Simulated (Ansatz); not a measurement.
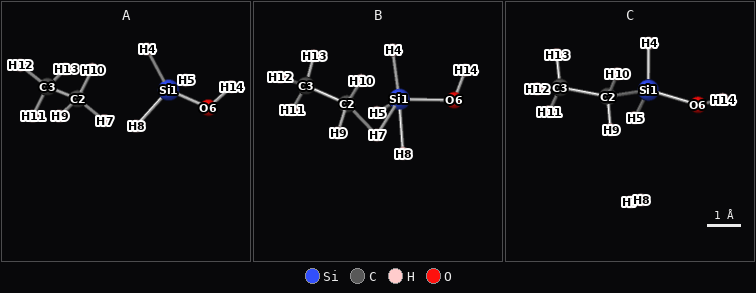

3 geometries from a converged minimum-energy path of C₂H₁₀OSi, made up of C$_{2}$H$_{8}$OSi and H₂, shuffled. The picture is a ball-and-stick view, seen from a free direction.

All numbers below come from UKS B3LYP-D4/6-31G* in Ansatz. Run with 5 movable images; climbing image; force threshold 0.05 eV/Å; iteration limit 60; starting path through a guess of the saddle point.

> Which of them lies highest in energy?

B. In order along the path, whose images run from 0 to 6: C (image 1, +2.1 kJ/mol), B (image 3, +292.7 kJ/mol), A (image 5, −30.0 kJ/mol). Breaking: H7–H8 (0.74 → 1.11 at the top → 3.64 Å), Si1–C2 (1.88 → 2.18 at the top → 4.02 Å). Forming: C2–H7 (3.73 → 1.41 at the top → 1.10 Å), Si1–H8 (3.38 → 1.70 at the top → 1.48 Å).

Limits of the set-up: the start holds two separate molecules, 2.6 Å apart at their closest, whose relative position is a soft coordinate.
